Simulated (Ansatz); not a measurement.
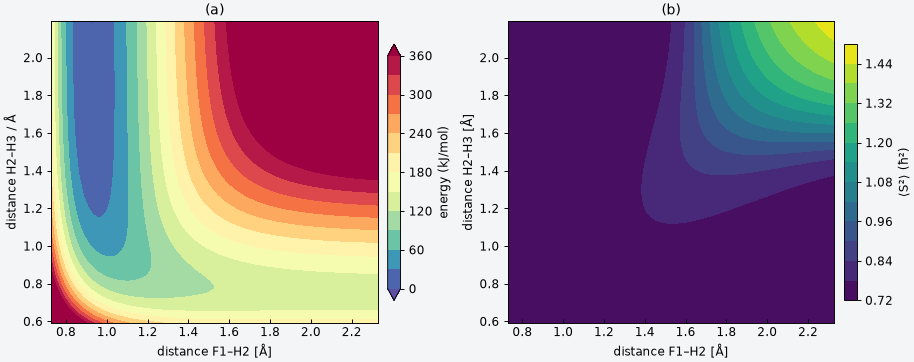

The system F + H₂, spin multiplicity 2. Coordinates scanned: (1) distance F1–H2; (2) distance H2–H3. Nothing is relaxed (the angle F1–H2–H3 is fixed at 140 degrees). The scan uses a 17 × 17 grid. Energies: kJ/mol, counted from the lowest grid point. In part of the range the unrestricted reference is strongly spin-contaminated. Theory: UKS PBE0-D4/aug-cc-pVTZ (Ansatz).

Panel (a) is the energy and panel (b) the computed ⟨S²⟩ on the same grid.

Drawn: filled contours, one colour for all values above the top of the scale. Between grid points the surface is interpolated.

**How does the ⟨S²⟩ vary over the map, and what is it at the lowest grid point?**

Leaving out the highest fifth of the energies, it runs from 0.75 ħ² at distance F1–H2 = 0.728 Å, distance H2–H3 = 2.063 Å to 0.87 ħ² at distance F1–H2 = 1.711 Å, distance H2–H3 = 1.460 Å. At the lowest grid point, distance F1–H2 = 0.910 Å, distance H2–H3 = 2.192 Å, it is 0.75 ħ². That point lies on the edge of the scan.
